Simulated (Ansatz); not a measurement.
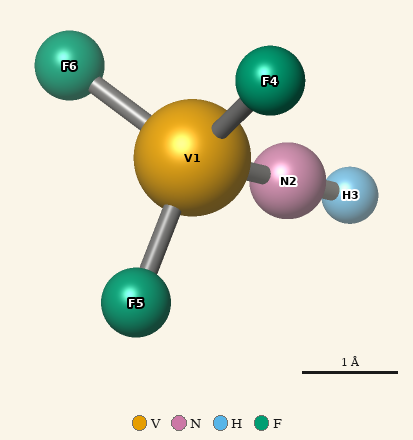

**Figure 1.** The input geometry (ball-and-stick view, seen at a tilt; atoms are numbered from 1 in the order of the input). Sticks mark near contacts. Bond lengths as drawn: F–V 1.72 Å, H–N 1.01 Å and N–V 1.55 Å.

# Phonon calculation of VNHF3

- system: VNHF3 (V(NH)F3)
- method: RHF/def2-SVPD (Ansatz 0.2.0)

Figures and captions count atoms from 1; the log counts them from 0 in places.

The input
```yaml
crystal:
  periodic: [false, false, false]
  atoms:
    - { symbol: V, position_ang: [-0.007673, -0.006143, -0.409722] }
    - { symbol: "N", position_ang: [0.018744, 0.020048, 1.137086] }
    - { symbol: H, position_ang: [0.039346, 0.033027, 2.141884] }
    - { symbol: F, position_ang: [1.616085, -0.010235, -0.984173] }
    - { symbol: F, position_ang: [-0.838641, 1.39603, -0.966631] }
    - { symbol: F, position_ang: [-0.827861, -1.432717, -0.918455] }
basis:
  gaussian: { orbitals: def2-SVPD }
hamiltonian:
  xc: hf
phonons: {}
```

Run on 1 thread of Arm Neoverse V2, 24 GiB of memory available, shared host.

Command:
```bash
ansatz run input.yaml --threads 1 --pin off --max-ram 2560MiB --backend cpu --events-out ev --progress --plain --runs-dir out
```

Output
```
Engine: ansatz 0.2.0, aarch64-unknown-linux-gnu
Functional definition: HF
  exchange = exact_x
  correlation = 0
1400 factors; integrals over basis functions are off by at most 2.6e-4 eV
mean field evaluation 1: about -35246.4646 eV, gradient 8.9e1 eV
mean field evaluation 2: about -35246.5981 eV, gradient 8.9e1 eV
mean field evaluation 4: about -35261.6103 eV, gradient 1.7e1 eV
mean field evaluation 8: about -35262.0706 eV, gradient 6.8e-1 eV
mean field evaluation 16: about -35246.2807 eV, gradient 5.8e1 eV
mean field evaluation 32: about -35256.9443 eV, gradient 1.4e1 eV
mean field -35262.07249653 eV, -1295.8572627564 hartree, gradient 4.7e-5 eV, S^2 0.000000; 0 other end points of the search recorded, 0 dependent functions left out
the calculation of the forces begins
reference -35262.07249653 eV, -1295.8572627564 hartree; 29, 29 occupied and 102, 102 virtual orbitals, 1400 factors
these checks for a lower state are left out or cut short: stability, starts, cluster_reference, orbital_swaps, neighbouring_geometries, increment
1400 factors; integrals over basis functions are off by at most 2.6e-4 eV
mean field -35262.07234173 eV, -1295.8572570674 hartree, gradient 2.0e-6 eV, S^2 0.000000; 0 other end points of the search recorded, 0 dependent functions left out
[... from here on the field's lines of each further geometry are left out, up to the last ...]
the calculation of the forces begins
reference -35262.07247962 eV, -1295.8572621349 hartree; 29, 29 occupied and 102, 102 virtual orbitals, 1400 factors
these checks for a lower state are left out or cut short: stability, starts, cluster_reference, orbital_swaps, neighbouring_geometries, increment
1400 factors; integrals over basis functions are off by at most 2.6e-4 eV
mean field -35262.07247979 eV, -1295.8572621410 hartree, gradient 1.9e-6 eV, S^2 0.000000; 0 other end points of the search recorded, 0 dependent functions left out
the calculation of the forces begins
reference -35262.07247979 eV, -1295.8572621410 hartree; 29, 29 occupied and 102, 102 virtual orbitals, 1400 factors
WARN: phonons: modes at or below zero, which the zero-point energy, F, S and C_V leave out: 2, the lowest at -58.70 cm⁻¹. A minimum has none, and a first-order saddle one
Total energy: -35262.07249653 eV, -1295.8572627564 hartree
Atom 0 at    -0.007673    -0.006143    -0.409722 Å, force     0.000014    -0.000049     0.000135 eV/Å
Atom 1 at     0.018744     0.020048     1.137086 Å, force    -0.000074     0.000101     0.000116 eV/Å
Atom 2 at     0.039346     0.033027     2.141884 Å, force     0.000048    -0.000063    -0.000130 eV/Å
Atom 3 at     1.616085    -0.010235    -0.984173 Å, force     0.000068    -0.000006    -0.000040 eV/Å
Atom 4 at    -0.838641     1.396030    -0.966631 Å, force    -0.000037     0.000064    -0.000045 eV/Å
Atom 5 at    -0.827861    -1.432717    -0.918455 Å, force    -0.000019    -0.000046    -0.000036 eV/Å
Dipole moment:     0.013608     0.010749     0.722476 e Å
Vibrations: -58.70 -54.71 217.74 218.11 281.87 379.30 379.49 751.19 808.09 808.34 1262.41 3811.84 cm⁻¹, zero-point energy 0.552869 eV
```

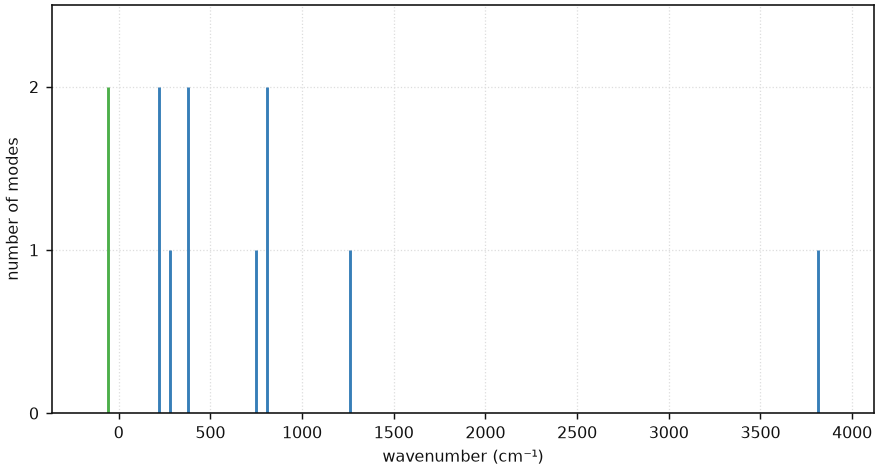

**Figure 2.** Harmonic vibrational wavenumbers from the force constants; neighbouring modes closer than 18 cm⁻¹ are counted in one stick, and imaginary ones are drawn at negative wavenumbers. 12 modes from 59i to 3812 cm⁻¹, 2 imaginary beyond 8i (59i, 55i cm⁻¹): not a minimum.

Summary

- outcome: converged
- total energy: −35262.0725 eV
- mean-field energy: −35262.0725 eV
- largest force (length of the vector): under 0.001 eV/Å
- wall time: 2.7 min
- peak memory: 0.36 GiB

The run takes a singlet; with an open-shell metal another spin state may lie lower.
